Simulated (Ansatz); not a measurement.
Cost and result by functional for the surface energy of the (111) surface of alpha gallium in its 1x1 cell, outermost plane spacing 0.49 Å in the ideal cut, in Ansatz (plane waves, PAW). Single points on the PBE structure, on one kind of machine; costs are rough ratios of the slab run's core time (references not counted) to the cheapest single point. r2SCAN's cost holds its higher cutoff (500 against 420 eV). Differences are taken against r2SCAN for comparison alone: no measured value is at hand, so the table doesn't rank accuracy.

Set-up: 16 atoms, 10.4 Å thick at the start (thin: gaps and levels are the slab's own); mesh 9x6x1; 0.1 eV smearing; dipole correction on; all atoms relaxed; symmetry of the start imposed; no spin, no spin-orbit, no U. These notes are the PBE run's.

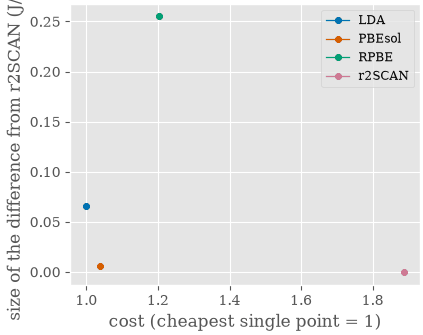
Fig. 1. Difference from r2SCAN against cost

```tsv
functional	relative cost	surface energy (J/m²)	less r2SCAN (J/m²)
LDA	1	0.81	0.07
PBEsol	1	0.75	0.01
RPBE	1	0.49	-0.25
r2SCAN	2	0.74	0.00
PBE (the relaxed run's value)	–	0.60	-0.14
```

The values span 0.32 J/m², while the single points' costs differ by a factor of roughly 2. Differences are of unrounded values.

Ansatz is an electronic-structure program.
